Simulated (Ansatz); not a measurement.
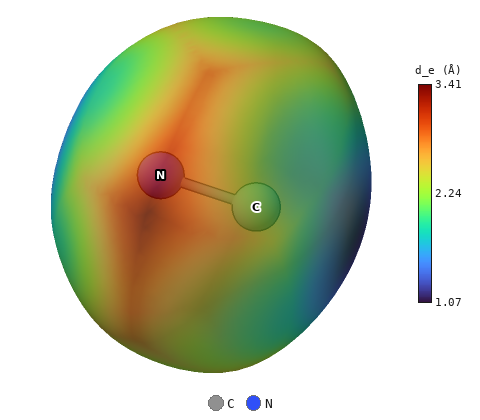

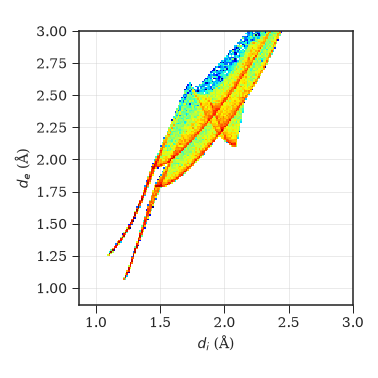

Hirshfeld surface computed for one CN unit (covalently bonded non-metal atoms) in KYMgC$_{6}$N$_{6}$ in space group F-43m, coloured by d_e. The second picture is its fingerprint plot, coloured by area on a logarithmic scale (blue little, red much).

The surface is where the fragment's share of the procrystal density (the sum of the densities of spherically averaged neutral Hartree-Fock atoms) equals one half. d_i and d_e are the distances from the surface to the nearest nucleus inside and outside. From Rb on the atoms have core potentials, so only their outer electrons count.

Source of the atomic positions: the geometry relaxed with Ansatz 0.2.0, DFT PBE, scalar-relativistic, plane waves, PAW; the starting structure was generated, so it need not be a known form of this composition.

```cif
data_structure
_symmetry_space_group_name_H-M 'F-43m'
_symmetry_Int_Tables_number 216
_cell_length_a 11.6389
_cell_length_b 11.6389
_cell_length_c 11.6389
_cell_angle_alpha 90.000
_cell_angle_beta 90.000
_cell_angle_gamma 90.000
_cell_volume 1576.67
loop_
_atom_site_label
_atom_site_type_symbol
_atom_site_symmetry_multiplicity
_atom_site_Wyckoff_symbol
_atom_site_fract_x
_atom_site_fract_y
_atom_site_fract_z
_atom_site_occupancy
K1 K 4 d 0.25000 0.25000 0.75000 1
Y1 Y 4 b 0.50000 0.00000 0.00000 1
Mg1 Mg 4 a 0.00000 0.00000 0.00000 1
C1 C 24 f 0.19683 0.00000 0.00000 1
N1 N 24 f 0.29754 0.00000 0.00000 1
```

What is the shortest distance from the fragment to an atom outside it?

C–Mg, 2.29 Å.

How is the surface shared among contacts (nearest atom inside ··· nearest atom outside)?

C···C 34 %, N···N 29 %, N···Y 12 %, C···Mg 11 %, N···K 6.9 %, C···K 6.6 %, N···C 0.5 %. The surface faces 12 neighbours with more than 2 % of its area each: 4 C + 4 N + 2 K + 1 Y + 1 Mg.

Give the size and shape of the surface.

It encloses about 34.0 Å³, has an area of about 52 Å² and a globularity of 0.98 (1 for a sphere).

Where does the fingerprint reach closest to the origin?

The smallest d_i + d_e is about 2.3 Å, which belongs to the shortest contact, C···Mg at 2.29 Å; d_e runs from 1.07 to 3.41 Å.
